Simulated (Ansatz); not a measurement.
H6InNOSi (SMILES [NH2][InH][O][SiH3])

Input

```
crystal:
  periodic: [false, false, false]
  atoms:
    - { symbol: "N", position_ang: [-0.5226, 2.18531, 0.15587] }
    - { symbol: In, position_ang: [1.05607, 0.99458, 0.68435] }
    - { symbol: O, position_ang: [0.85253, -0.85623, 0.06983] }
    - { symbol: Si, position_ang: [-0.23834, -1.79197, -0.65548] }
    - { symbol: H, position_ang: [-0.78535, 1.91848, -0.79152] }
    - { symbol: H, position_ang: [-0.30896, 3.17794, 0.13858] }
    - { symbol: H, position_ang: [2.57596, 1.21293, 1.40401] }
    - { symbol: H, position_ang: [-1.38352, -2.01275, 0.24933] }
    - { symbol: H, position_ang: [-0.73357, -1.16557, -1.89396] }
    - { symbol: H, position_ang: [0.48356, -3.03627, -0.92415] }
basis:
  gaussian: { orbitals: def2-mTZVP }
hamiltonian:
  xc: pbe
relax:
  f_tol: 0.015
  max_steps: 40
output:
  orbitals: {}
```

Command:

```sh
ansatz run input.yaml --threads 2 --pin off --max-ram 3072MiB --backend cpu --events-out ev --progress --plain --runs-dir out
```

The fields are those of the relaxed geometry.

Core potentials replace the inner electrons of In.

The calculation used Ansatz 0.2.0, RKS PBE/def2-mTZVP.

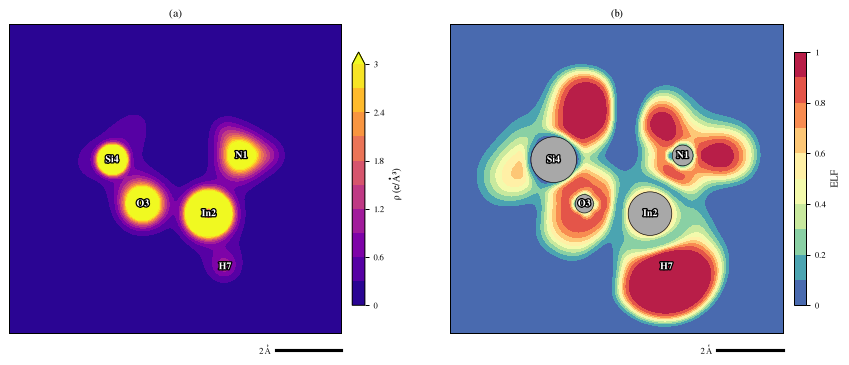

Figure 1. (a) electron density; (b) electron localisation function on the plane of atoms N1, In2 and O3. Grey discs cover the atomic cores in the ELF map.

> Describe what can be read from this map.

- Atoms in the plane: N, In, O, Si and H.
- Si–O (1.65 Å): the density is about 1.1 e/Å³ at the midpoint; the ELF peaks at about 0.85 between the atoms, as expected for a polar covalent bond.
- In–O (2.03 Å): ρ at the midpoint is about 0.66 e/Å³; the ELF peaks at about 0.85 in the valence shell of O, 0.6 Å from its nucleus, and drops to about 0.15 between the two atoms.
- In–N (2.04 Å): the density is about 0.73 e/Å³ at the midpoint; the ELF peaks at about 0.85 in the valence shell of N, 0.6 Å from its nucleus, and drops to about 0.15 between the two atoms.
- In–H (1.71 Å): ρ at the midpoint is about 1.2 e/Å³; the ELF climbs to about 1 towards the hydrogen.
- The ELF also peaks beside O3, away from the bonds: lone-pair regions.

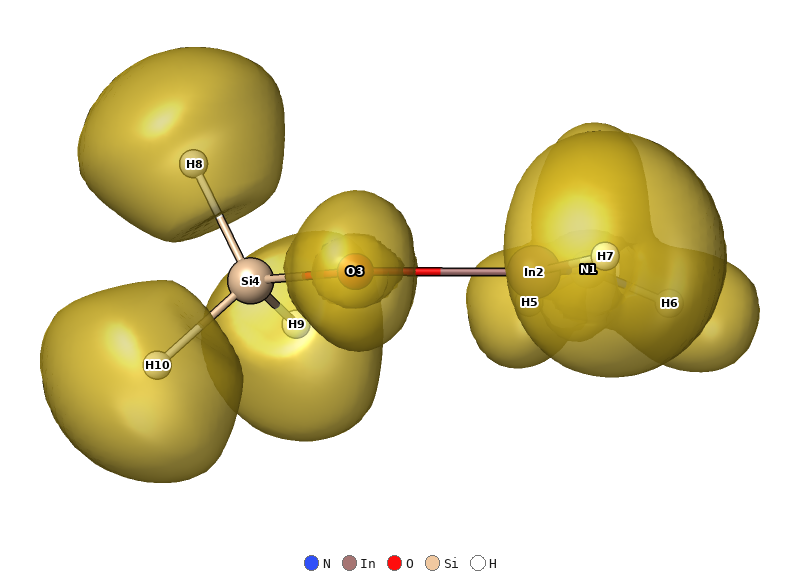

Figure 2. Isosurface of the electron localisation function at 0.75 (yellow), seen from one side. Only the valence region is drawn (cores and ρ < 0.01 e/Å³ removed).

> Identify the bonds, lone pairs and shells in this picture.

The ELF exceeds this value in four regions around hydrogen nuclei, one region wrapped around O (its valence shell) and one joined region spread over several atoms (H, N), in which their bonds and any lone pairs are merged.

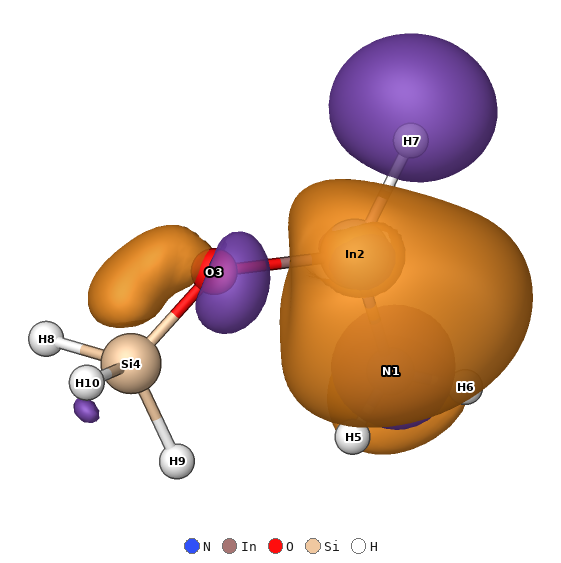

Figure 3. One frontier orbital at ±0.08 Å⁻³ᐟ² (orange and purple are the two phases), seen at a tilt.

> Which orbital is it: HOMO or LUMO?

The LUMO, at −2.10 eV. By Hirshfeld shares it lies mainly on In2 (about 55 %), N1 (about 15 %), H7 (about 15 %) and O3 (about 5 %).
